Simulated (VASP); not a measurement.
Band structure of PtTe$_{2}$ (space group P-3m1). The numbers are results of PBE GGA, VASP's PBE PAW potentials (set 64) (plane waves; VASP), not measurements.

Unless said otherwise, spin-orbit coupling is left out, though it shifts the bands of the heavy elements here.

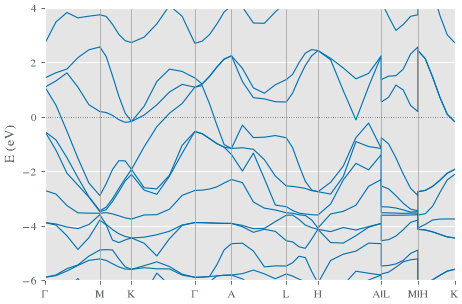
*Bands along high-symmetry lines, zero at the valence-band maximum or, without a gap, the Fermi level*

Task: Read the plot: is there a gap, and where are the band edges?

Result: It has no gap at this level: it comes out as a metal or semimetal.

The structure is a typed PtTe2 crystal. The cell was not relaxed at this level.
